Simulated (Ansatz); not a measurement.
# Be (Im-3m, 1 atom in the cell): following an unstable mode, part 2 of 2

Aim: this structure of Be (Im-3m, 1 atom in the cell) is to be tested for unstable modes, and one is followed downhill.

Ansatz 0.2.0; DFT PBEsol, scalar-relativistic, plane waves, PAW; PAW set soft_1.

So far, highest frequency on the path or at a solved wavevector (cm⁻¹): step 2 (phonons on a q mesh) 687. Also lowest frequency on the path (cm⁻¹): step 2 -53.8.

This is not the structure that Be takes at ambient pressure and room temperature (hexagonal, No. 194); it is a model or a phase of other conditions.

## 6. Relaxation from the frozen mode

Starting from the lowest point found, all atoms and the cell are let go, so that strain and other modes of the same symmetry can join in.

input.yaml

```yaml
crystal:
  lattice:
    - [-1.2461673065, 1.2461673065, 1.2461673065]
    - [1.2461673065, -1.2461673065, 1.2461673065]
    - [2.4923346131, 2.4923346131, 0.0]
  atoms:
    - { symbol: Be, position: [-0.0397197667, 0.0397197667, 0.0] }
    - { symbol: Be, position: [0.5397197667, 0.4602802333, 0.5] }
kpoints:
  mp_grid: { grid: [20, 20, 12] }
hamiltonian:
  xc: pbesol
  pseudopotentials: { kind: paw, azcp: { folder: soft_1 }, xc_functional: pbe }
scf:
  occupations: { method: methfessel_paxton, width: 0.2 }
output:
  forces: true
  stress: true
  eigenvalues: true
relax:
  adjacent_minimum: "off"
  f_tol: 0.002
  max_steps: 120
  cell: { stress_tol: 0.03 }
```

Command:

```console
ansatz run input.yaml --threads 4 --pin off --max-ram 10240MiB --backend cpu --events-out ev --progress --plain --runs-dir out
```

Numbers of over 12 decimals in the logs are rounded to 6 here.

The log of the run:

```text
[...]
Crystal: 2 atoms, lattice volume = 15.482 Å³
Basis set: ecut = 420 eV, 291 PW (Γ), exchange–correlation on 30×30×48 points (8 copies of the dense FFT grid, shifted against one another)
Bands: 6, of which v1, the nominal top of the filled ones, is band 2 counted from 1 (1 counted from 0)
Symmetry: 8 space group operations
[...]
k-points: 777 of 4800
[...]
SCF iter   1: F=—  HF=-180.527041 eV  |F-HF|=—  |Δ(HF+E_count)|=         —  Δρ=1.04e-2  dr2=1.16e-2  ethr=3.10e-3  ⟨swp⟩=4.5  Hψ=37948  notcnv=0
[...]
SCF iter   5: F=-180.511704 eV  HF=-180.511704 eV  |F-HF|=1.85e-11  |Δ(HF+E_count)|=  8.50e-10  S|Δr|=    0.00e0  Δρ=5.15e-6  dr2=2.24e-9  ethr=1.36e-9  ⟨swp⟩=2.0  Hψ=13210  notcnv=0
SCF 1 converged in 5 iterations: F = -180.511704 eV  dr2 = 2.24e-9
[...]
relax step   1: F+E_penalty+E_count = -180.51170419 eV  Δ(F+E_penalty+E_count) = +0.000e0 eV  max|allowed force component| = 2.333e-2 eV/Å  Δτ_max = 0.0000 Å  P = +1.238 GPa  Ω = 15.482 Å³  (5 SCF iters, dr2 threshold 1.00e-7 eV, accepted)
Crystal: 2 atoms, lattice volume = 15.523 Å³
Basis set: ecut = 420 eV, 297 PW (Γ), exchange–correlation on 30×30×48 points (8 copies of the dense FFT grid, shifted against one another)
[...]
SCF iter   5: F=-180.568423 eV  HF=-180.568423 eV  |F-HF|=3.44e-12  |Δ(HF+E_count)|=  1.51e-10  S|Δr|=    0.00e0  Δρ=3.10e-7  dr2=4.97e-12  ethr=4.18e-11  ⟨swp⟩=1.0  Hψ=11677  notcnv=0
the search or the solves at the SCF's close seem to have found levels that the self-consistency loop had missed (the run counts 1). By its estimate they hold under 1e-12 electrons; where the run keeps them, the occupations were computed again with them
SCF 2 converged in 5 iterations: F = -180.568423 eV  dr2 = 4.97e-12
[...]
relax step   2: F+E_penalty+E_count = -180.56842343 eV  Δ(F+E_penalty+E_count) = -5.672e-2 eV  max|allowed force component| = 2.023e-1 eV/Å  Δτ_max = 0.0147 Å  P = +1.113 GPa  Ω = 15.523 Å³  energy of the carried Pulay correction = -4.199e-6 eV  (5 SCF iters, dr2 threshold 2.00e-7 eV, accepted)
Crystal: 2 atoms, lattice volume = 15.578 Å³
Basis set: ecut = 420 eV, 307 PW (Γ), exchange–correlation on 30×30×48 points (8 copies of the dense FFT grid, shifted against one another)
[...]
SCF iter   5: F=-180.683545 eV  HF=-180.683545 eV  |F-HF|=3.07e-12  |Δ(HF+E_count)|=  9.14e-10  S|Δr|=    0.00e0  Δρ=7.21e-7  dr2=5.24e-11  ethr=1.22e-10  ⟨swp⟩=1.3  Hψ=11995  notcnv=0
SCF 3 converged in 5 iterations: F = -180.683545 eV  dr2 = 5.24e-11
[...]
relax step   3: F+E_penalty+E_count = -180.68354473 eV  Δ(F+E_penalty+E_count) = -1.151e-1 eV  max|allowed force component| = 1.013e-1 eV/Å  Δτ_max = 0.1037 Å  P = +0.665 GPa  Ω = 15.578 Å³  energy of the carried Pulay correction = -9.817e-6 eV  (5 SCF iters, dr2 threshold 2.00e-7 eV, accepted)
[... from here on, the SCF cycles and remarks between the steps are left out ...]
relax step   4: F+E_penalty+E_count = -180.68022245 eV  Δ(F+E_penalty+E_count) = +3.322e-3 eV  max|allowed force component| = 1.934e-1 eV/Å  Δτ_max = 0.0739 Å  P = +1.391 GPa  Ω = 15.515 Å³  energy of the carried Pulay correction = -3.447e-6 eV  (4 SCF iters, dr2 threshold 2.00e-7 eV, rejected (line search))
relax step   5: F+E_penalty+E_count = -180.69690510 eV  Δ(F+E_penalty+E_count) = -1.336e-2 eV  max|allowed force component| = 9.130e-2 eV/Å  Δτ_max = 0.0169 Å  P = -0.097 GPa  Ω = 15.680 Å³  energy of the carried Pulay correction = -2.022e-5 eV  (5 SCF iters, accepted)
relax step   6: F+E_penalty+E_count = -180.69984230 eV  Δ(F+E_penalty+E_count) = -2.937e-3 eV  max|allowed force component| = 1.425e-3 eV/Å  Δτ_max = 0.0192 Å  P = +0.072 GPa  Ω = 15.669 Å³  energy of the carried Pulay correction = -1.914e-5 eV  (3 SCF iters, dr2 threshold 2.00e-7 eV, accepted)
relax step   7: F+E_penalty+E_count = -180.70000308 eV  Δ(F+E_penalty+E_count) = -1.608e-4 eV  max|allowed force component| = 1.566e-4 eV/Å  Δτ_max = 0.0009 Å  P = +0.005 GPa  Ω = 15.673 Å³  energy of the carried Pulay correction = -1.950e-5 eV  (3 SCF iters, dr2 threshold 2.00e-7 eV, accepted)
relax step   8: F+E_penalty+E_count = -180.70000358 eV  Δ(F+E_penalty+E_count) = -5.003e-7 eV  max|allowed force component| = 1.145e-5 eV/Å  Δτ_max = 0.0001 Å  P = +0.004 GPa  Ω = 15.673 Å³  energy of the carried Pulay correction = -1.954e-5 eV  (2 SCF iters, dr2 threshold 6.37e-9 eV, accepted)
relax step   9: F+E_penalty+E_count = -180.70039785 eV  Δ(F+E_penalty+E_count) = -3.943e-4 eV  max|allowed force component| = 7.875e-5 eV/Å  Δτ_max = 0.0000 Å  P = +0.040 GPa  Ω = 15.673 Å³  stress off target by 9.43e-2 GPa  SCF on the basis re-selected at this cell (its energy is not comparable with the rows above)  (5 SCF iters)
relax step  10: F+E_penalty+E_count = -180.70039867 eV  Δ(F+E_penalty+E_count) = -8.198e-7 eV  max|allowed force component| = 1.427e-6 eV/Å  Δτ_max = 0.0001 Å  P = +0.012 GPa  Ω = 15.677 Å³  energy of the carried Pulay correction = -4.690e-7 eV  (2 SCF iters, dr2 threshold 2.22e-8 eV, accepted)
[...]
SCF iter   5: F=-180.700399 eV  HF=-180.700399 eV  |F-HF|=1.14e-13  |Δ(HF+E_count)|=  1.48e-12  S|Δr|=    0.00e0  Δρ=2.65e-8  dr2=5.29e-14  ethr=1.00e-12  ⟨swp⟩=4.0  Hψ=11647  notcnv=0
SCF 11 converged in 5 iterations: F = -180.700399 eV  dr2 = 5.29e-14
relax step  11: F+E_penalty+E_count = -180.70039924 eV  Δ(F+E_penalty+E_count) = -5.772e-7 eV  max|allowed force component| = 5.249e-6 eV/Å  Δτ_max = 0.0000 Å  P = +0.012 GPa  Ω = 15.677 Å³  stress off target by 1.38e-2 GPa  SCF on the basis re-selected at this cell (its energy is not comparable with the rows above)  (5 SCF iters)
[...]
SCF converged after 5 iterations
[...]
Free energy (F): -180.700399 eV
[...]
Internal energy: -180.700862 eV  (E = F + TS)
E sigma→0 (E₀):  -180.700515 eV
Entropy (-TS):   0.000463 eV (0.232 meV/atom)
Fermi energy:    8.068877 eV
[...]
--- Stress (GPa, compression-positive) ---
        0.011575      -0.000183      -0.000000
       -0.000183       0.011575       0.000000
       -0.000000       0.000000       0.013819
  P = ⅓ Tr σ = 0.0123 GPa (0.123 kbar)
--- Band table (eV; the first three rows and the last of 777) ---
[...]
--- Relaxed structure (9 steps of the walk, 8 accepted, 2 SCFs on fresh bases) ---
  F+E_penalty+E_count = -180.70039924 eV   max|allowed force component| = 5.249e-6 eV/Å   (the final SCF, on the basis selected at the relaxed cell)
  cell:  # Å, volume = 15.6771 Å³
    - [-1.383692, 1.383692, 1.129772]
    - [1.383692, -1.383692, 1.129772]
    - [2.507115, 2.507115, 0]
  atoms:
    - { symbol: Be, position: [-0.083334, 0.083334, 0.0] }
    - { symbol: Be, position: [0.583334, 0.416666, 0.5] }
```

Wall time 18 s (4 threads of Arm Neoverse V1, shared host); peak memory 0.4 GiB; 67 s of CPU time.

Step by step:

```
step  energy less that of the first step (eV)  largest force component (eV/Å)  pressure (GPa)  volume (Å³)
   1                                   0.0000                          0.0233            1.24        15.48
   2                                  -0.0567                          0.2023            1.11        15.52
   3                                  -0.1718                          0.1013            0.67        15.58
   4                                  -0.1685                          0.1934            1.39        15.52
   5                                  -0.1852                          0.0913           -0.10        15.68
   6                                  -0.1881                          0.0014            0.07        15.67
   7                                  -0.1883                          0.0002            0.01        15.67
   8                                  -0.1883                          0.0000            0.00        15.67
  9*                                  -0.1887                          0.0001            0.04        15.67
  10                                  -0.1887                          0.0000            0.01        15.68
 11*                                  -0.1887                          0.0000            0.01        15.68
```

Relaxation steps marked * repeat the geometry before them on a plane-wave basis chosen anew for their cell, so energy and pressure can jump there. Relaxation step 4 was tried and not accepted.

The run keeps the 8 symmetry operations that it works with, so distortions that break them were not tested.

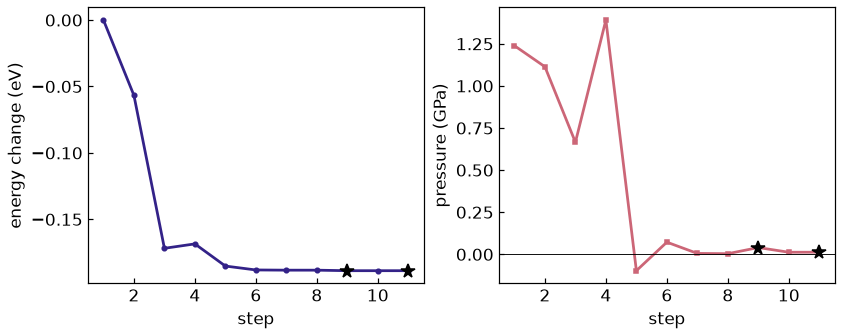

Energy and pressure along the relaxation. Stars mark steps on a basis chosen anew.

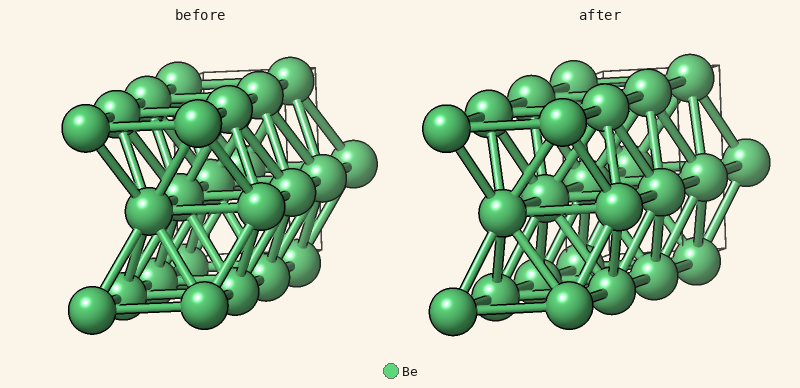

Before and after, at one scale.

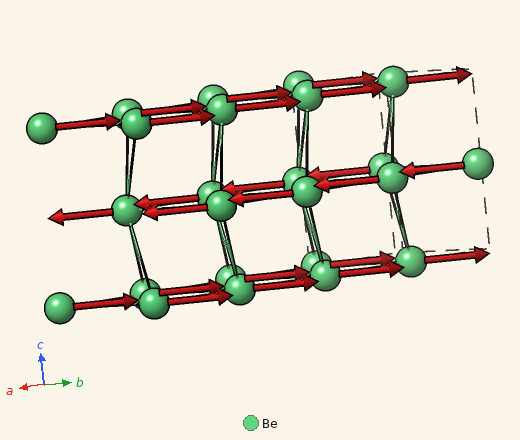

Displacements in the relaxation, exaggerated, measured against the changing cell; the longest in the cell stands for 0.17 Å. 4×2×1 cells are drawn. Some periodic images of atoms are drawn too.

```
     cell as run  before   after  change
           a (Å)   2.158   2.260  +4.7 %
           b (Å)   2.158   2.260  +4.7 %
           c (Å)   3.525   3.546  +0.6 %
           γ (°)  109.47  120.00  +9.6 %
volume (Å³/atom)    7.74    7.84  +1.3 %
```

The atoms that moved most (Å, as changes of fractional coordinates times the final cell):

```
atom      dx      dy     dz  length
 Be1   0.121  -0.121  0.000   0.171
 Be2  -0.121   0.121  0.000   0.171
```

Final coordinates:

```cif
data_structure
_symmetry_space_group_name_H-M 'P 1'
_symmetry_Int_Tables_number 1
_cell_length_a 2.2596
_cell_length_b 2.2596
_cell_length_c 3.5456
_cell_angle_alpha 90.000
_cell_angle_beta 90.000
_cell_angle_gamma 120.000
_cell_volume 15.68
loop_
_atom_site_label
_atom_site_type_symbol
_atom_site_fract_x
_atom_site_fract_y
_atom_site_fract_z
_atom_site_occupancy
Be1 Be 0.91667 0.08333 0.00000 1
Be2 Be 0.58333 0.41667 0.50000 1
```

Numbers from this step:

- pressure: 0.01232 GPa
- volume per atom: 7.839 Å³

The distorted start has space group Cmcm; the relaxation ends in P6_3/mmc.

## 7. The new phase in its own primitive cell

The relaxed structure is symmetrised, reduced to its primitive cell and relaxed tightly, as its phonons need.

input.yaml, the sections that differ from step 6:

```yaml
crystal:
  lattice:
    - [2.2595552315, 0.0, 0.0]
    - [-1.1297776157, 1.9568322317, 0.0]
    - [0.0, 0.0, 3.5455966177]
  atoms:
    - { symbol: Be, position: [0.6666666667, 0.3333333333, 0.75] }
    - { symbol: Be, position: [0.3333333333, 0.6666666667, 0.25] }
kpoints:
  mp_grid: { grid: [21, 21, 12] }
relax:
  adjacent_minimum: "off"
  f_tol: 0.001
  max_steps: 60
  cell: { stress_tol: 0.01 }
# hamiltonian, scf, output: as in step 6
```

The log of the run:

```text
[...]
Crystal: 2 atoms, lattice volume = 15.677 Å³
Basis set: ecut = 420 eV, 311 PW (Γ), exchange–correlation on 32×32×48 points (8 copies of the dense FFT grid, shifted against one another)
Bands: 6, of which v1, the nominal top of the filled ones, is band 2 counted from 1 (1 counted from 0)
Symmetry: 24 space group operations
[...]
k-points: 336 of 5292
[...]
--- Band table (eV; the first three rows and the last of 336) ---
[...]
--- Relaxed structure (4 steps of the walk, 4 accepted, 1 SCFs on fresh bases) ---
[...]
cell:  # Å, volume = 15.6651 Å³
    - [2.254806, -2.880680225582496e-11, 0.0]
    - [-1.127403, 1.952719, 0.0]
    - [0.0, 0.0, 3.557823]
  atoms:
    - { symbol: Be, position: [0.666667, 0.333333, 0.750000] }
    - { symbol: Be, position: [0.333333, 0.666667, 0.250000] }
[key lines of the parts left out:]
SCF converged after 4 iterations
Free energy (F): -180.697102 eV
Fermi energy:    8.229495 eV
P = ⅓ Tr σ = -0.0022 GPa (-0.022 kbar)
```

Run time: 3.5 s. Hardware: 4 threads; peak memory 0.33 GiB.

Step by step:

```
step  energy less that of the first step (eV)  largest force component (eV/Å)  pressure (GPa)  volume (Å³)
   1                                   0.0000                          0.0000           -0.03        15.68
   2                                  -0.0004                          0.0000           -0.03        15.67
   3                                  -0.0004                          0.0000           -0.01        15.67
   4                                  -0.0004                          0.0000            0.00        15.67
  5*                                  -0.0004                          0.0000            0.00        15.67
```

Relaxation steps marked * repeat the geometry before them on a plane-wave basis chosen anew for their cell, so energy and pressure can jump there.

The run keeps the 24 symmetry operations that it works with, so distortions that break them were not tested.

```
conventional cell, symmetrised  before  after  change
                         a (Å)   2.260  2.255  -0.2 %
                         b (Å)   2.260  2.255  -0.2 %
                         c (Å)   3.546  3.558  +0.3 %
              volume (Å³/atom)    7.84   7.83  -0.1 %
```

Final coordinates:

```cif
data_structure
_symmetry_space_group_name_H-M 'P 1'
_symmetry_Int_Tables_number 1
_cell_length_a 2.2548
_cell_length_b 2.2548
_cell_length_c 3.5578
_cell_angle_alpha 90.000
_cell_angle_beta 90.000
_cell_angle_gamma 120.000
_cell_volume 15.67
loop_
_atom_site_label
_atom_site_type_symbol
_atom_site_fract_x
_atom_site_fract_y
_atom_site_fract_z
_atom_site_occupancy
Be1 Be 0.66667 0.33333 0.75000 1
Be2 Be 0.33333 0.66667 0.25000 1
```

Numbers from this step:

- pressure: -0.002163 GPa
- volume per atom: 7.833 Å³

The forces vanish by symmetry and the pressure is -0.002 GPa, within the tolerances set. The cell now holds 7.83 Å³/atom.

## 8. Modes of the new phase, k-mesh 21×21×12

A relaxed structure may still be a saddle point, so its zone-centre modes are computed. No field response is asked, since the mesh shows no gap.

input.yaml, the sections that differ from step 7:

```yaml
crystal:
  lattice:
    - [2.2548058105, 0.0, 0.0]
    - [-1.1274029052, 1.9527191125, 0.0]
    - [0.0, 0.0, 3.5578233798]
  atoms:
    - { symbol: Be, position: [0.6666666667, 0.3333333333, 0.75] }
    - { symbol: Be, position: [0.3333333333, 0.6666666667, 0.25] }
output:
  eigenvalues: true
phonons:
  method: dfpt
# kpoints, hamiltonian, scf: as in step 7
# relax: removed
```

The log of the run:

```text
zone centre: on kpoints.mp_grid the ground state, and the responses unless they are solved on pairs of k-points, stand on 847 of the mesh's 5292 k-points, reduced under 4 symmetry operations, with k and −k counted as one. Each operation leaves every solved displacement unchanged or reverses it
[...]
Crystal: 2 atoms, lattice volume = 15.665 Å³
Basis set: ecut = 420 eV, 311 PW (Γ), exchange–correlation on 32×32×48 points (8 copies of the dense FFT grid, shifted against one another)
Bands: 6, of which v1, the nominal top of the filled ones, is band 2 counted from 1 (1 counted from 0)
Symmetry: 24 space group operations
k-points: 847 of 5292 (irreducible under 4 space group operations, time reversal used)
[...]
SCF iter   1: F=—  HF=-180.714878 eV  |F-HF|=—  |Δ(HF+E_count)|=         —  Δρ=1.43e-2  dr2=2.33e-2  ethr=3.10e-3  ⟨swp⟩=4.5  Hψ=41440  notcnv=0
[...]
SCF iter   6: F=-180.697102 eV  HF=-180.697102 eV  |F-HF|=1.34e-12  |Δ(HF+E_count)|=   1.56e-9  S|Δr|=    0.00e0  Δρ=1.96e-7  dr2=4.77e-12  ethr=1.00e-12  ⟨swp⟩=4.0  Hψ=17858  notcnv=0
SCF 1 converged in 6 iterations: F = -180.697102 eV  dr2 = 4.77e-12
[...]
DFPT response loops at Γ: preconditioner auto → Kerker (q_TF=auto, 2.173 Å⁻¹) (partly filled bands, converged f_vac=0.000); β = 1.00, the filter's whole step (`scf.mixing.beta` (0.50) is not read by the response loops under this deck's `scf.mixing.preconditioner`; to damp them name `kerker` or `kerker_dos`, under which they read `scf.mixing.beta`, and type it under 1.00, their step now; both keys bind the ground state too); Broyden in place of MSR1
SCF converged after 6 iterations
[...]
Free energy (F): -180.697102 eV
[...]
Internal energy: -180.696155 eV  (E = F + TS)
E sigma→0 (E₀):  -180.696865 eV
Entropy (-TS):   -0.000947 eV (-0.473 meV/atom)
Fermi energy:    8.229495 eV
[...]
--- Band table (eV; the first three rows and the last of 847) ---
[...]
--- Phonons (Γ-DFPT): 2 representative perturbations + reference, on 847 of 5292 k-points (Σ response iterations 6) ---
  k mesh reduced under 4 symmetry operations, with k and −k counted as one. Each operation leaves every solved displacement unchanged or reverses it
  ASR residual: 7.747e-5 → 0.000e0 eV/Å²; symmetrization residual: 1.396e-11 eV/Å²
  ASR residual per site (eV/Å²): 7.75e-5 7.75e-5
  Γ frequencies (cm⁻¹): 0.00 0.00 0.00 463.05 463.05 700.65
  non-analytic LO–TO correction: not included (Born effective charges unavailable; polar crystals: no LO–TO splitting at Γ)
```

It took 4.6 s on 4 threads; peak memory 0.51 GiB; 16 s of CPU time.

This step gave:

| Item | Value |
| --- | --- |
| sum-rule residual before enforcement | 7.75e-5 eV/Å² |
| point group | 6/mmm |
| highest optical mode at the zone centre (no LO-TO term) | 700.6 cm⁻¹ |
| lowest optical zone-centre mode | 463.1 cm⁻¹ |

Patterns of degenerate modes are one choice out of their space. Modes at Γ:

```
mode  frequency (cm⁻¹)  symmetry
   1               0.0  acoustic
   2               0.0  acoustic
   3               0.0  acoustic
   4             463.1       E2g
   5             463.1       E2g
   6             700.6       B1g
```

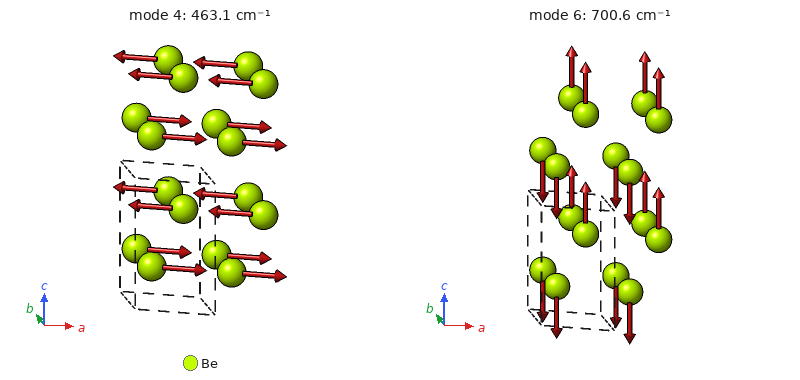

Displacement patterns of modes 4 and 6 at Γ; arrows are exaggerated. 2×2×2 cells are drawn.

Before it was imposed, the acoustic sum rule was missed by 7.7e-5 eV/Å². Small misses are needed for a sound result but don't prove that mesh and cutoff are converged. The lowest optical mode is real, 463 cm⁻¹.

## 9. The phases reached

The phases reached along the modes that were followed are set side by side.

Energies are those of the first relaxation, on the mesh of the frozen mode; space group, volume and gap are those of the last relaxation. Phases, by row:

```
            mode frozen in  space group  energy from parent (meV/atom)  volume (Å³/atom)  gap on mesh (eV)  lowest zone-centre optical mode (cm⁻¹)  largest shift (Å)
                    parent        Im-3m                              0             7.741                 0                                       –                  –
q = (0, 0, -0.5), 54i cm⁻¹     P6_3/mmc                          -97.8              7.83                 0                                   463.1              0.326
```

## 10. Outcome

- unstable mode of the parent: q = (0, 0, -0.5), 54i cm⁻¹
- depth at the lowest point sampled: 3.39 meV/atom
- largest atomic shift at that point: 0.14 Å
- space group reached (within 0.01 Å): P6_3/mmc
- energy gained over the parent (first relaxation, on the mesh of the frozen mode): 97.8 meV/atom
- volume per atom, phase reached: 7.83 Å³
- lowest optical zone-centre mode, phase reached: 463 cm⁻¹
- highest optical mode at the zone centre (no LO-TO term), phase reached: 701 cm⁻¹

What this shows: Along this mode the structure falls into P6_3/mmc, 97.8 meV/atom below the parent. At the parent's cell the well is 3.393 meV/atom deep on the steps tried, with its lowest point at a shift of 0.14 Å. Relaxing atoms and cell changes the gain by +94.41 meV/atom against the lowest step (energies at zero smearing). Most of the total comes from this relaxation. The new phase has no imaginary mode at the zone centre of its cell; other wavevectors were not checked. Each path keeps the symmetry of its pattern, so a lower phase may lie along a pattern not tried. With no gap, or one that is small against the smearing, the frequencies hang on the k mesh and the smearing, most of all near Kohn anomalies. The PAW files were made for PBE and serve the other functionals too. A phonon run warned that its eigensolver left some bands unconverged in a pass.

[Logs are printed without paths, hosts, clocks, repeated set-up lines and the standing remarks that a program may print on its own settings, such as how far it seeks lower states.]

[Hosts, paths, dates, database ids (printed as entryN), source tags and the programs' standing remarks are cut or masked in the printed files.]
